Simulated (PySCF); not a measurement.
ClGaH₂ (GaH2Cl)

```csv
atom,x (Å),y (Å),z (Å)
Ga,0.1044,0.1783,-0.0016
H,1.6567,0.0331,0.0110
H,-0.7702,1.4690,-0.0230
Cl,-0.9909,-1.6805,0.0136
```

Geometry: PBE0-D3(BJ)/def2-SVP.

The calculation used PySCF, CAM-B3LYP/def2-SVPD, SCF density, gas phase.

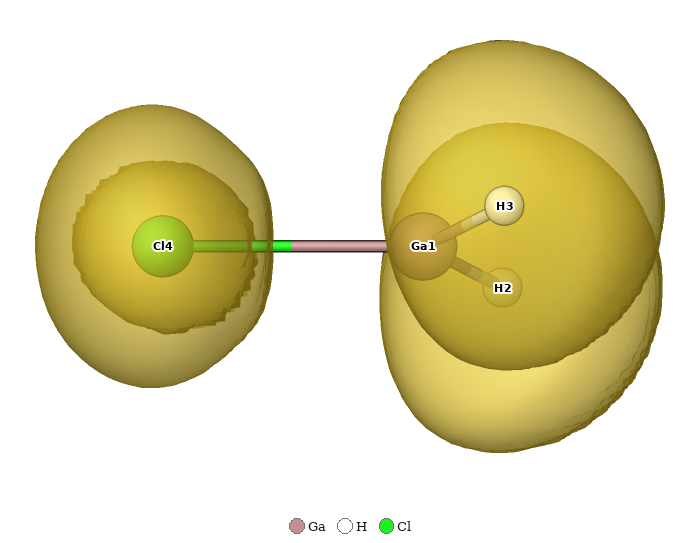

Figure 1. Isosurface of the electron localisation function at 0.8 (yellow), seen from one side. Only the valence region is drawn (cores and ρ < 0.01 e/Å³ removed).

### Describe the localisation domains.

The surface consists of two regions around hydrogen nuclei and one region wrapped around Cl (its valence shell). Profiles from the grid: Ga–Cl (2.16 Å): the ELF peaks at about 0.85 in the valence shell of Cl, 0.8 Å from its nucleus, and is about 0.55 at the midpoint. Ga–H (1.56 Å): the ELF climbs to about 1 towards the hydrogen.

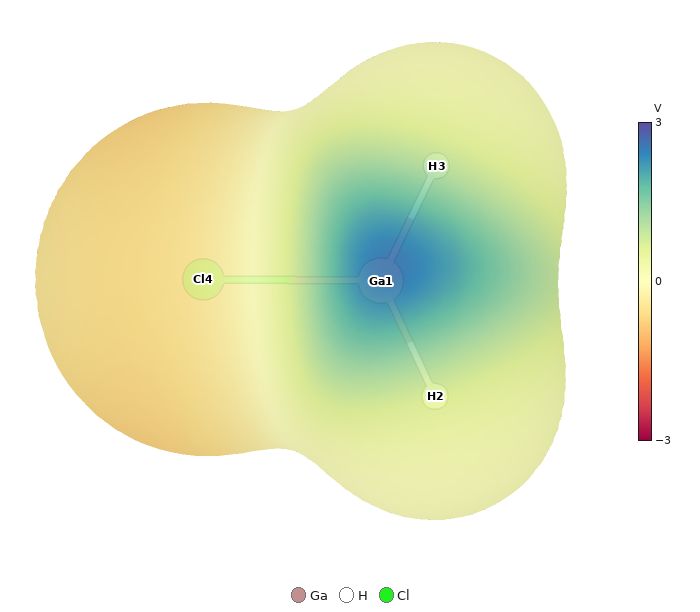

Figure 2. The molecular electrostatic potential painted on the density surface at 0.001 e/bohr³, seen across its widest extent; the colour scale runs from red (negative) to blue (positive).

### Describe the electrostatic potential map.

The most negative region (about −0.7 V, or −16 kcal/mol for a unit charge) lies over Cl4, the most positive (about +2.5 V, or +58 kcal/mol for a unit charge) over Ga1.

### How polar is the molecule by this calculation?

Its dipole moment is 2.14 D.

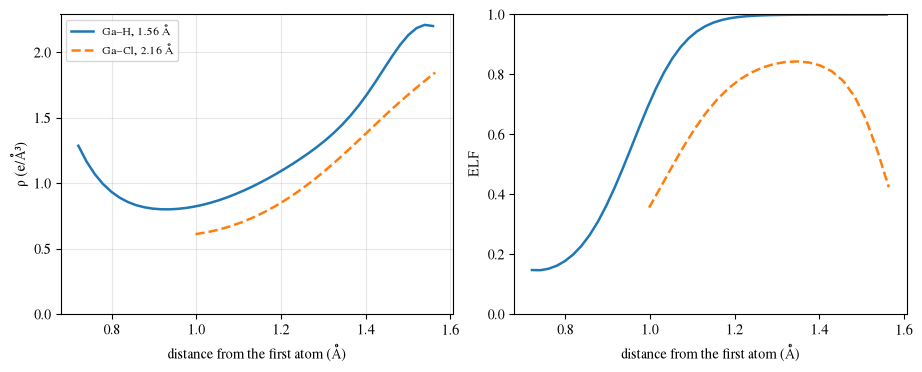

Figure 3. Electron density and electron localisation function along straight lines between neighbouring atoms. The curves leave out the atomic cores.

### What can be read from the curves?

Ga–H (1.56 Å): ρ at the midpoint is about 0.99 e/Å³; the ELF climbs to about 1 towards the hydrogen.
Ga–Cl (2.16 Å): ρ at the midpoint is about 0.67 e/Å³; the ELF peaks at about 0.85 in the valence shell of Cl, 0.8 Å from its nucleus, and is about 0.55 at the midpoint.
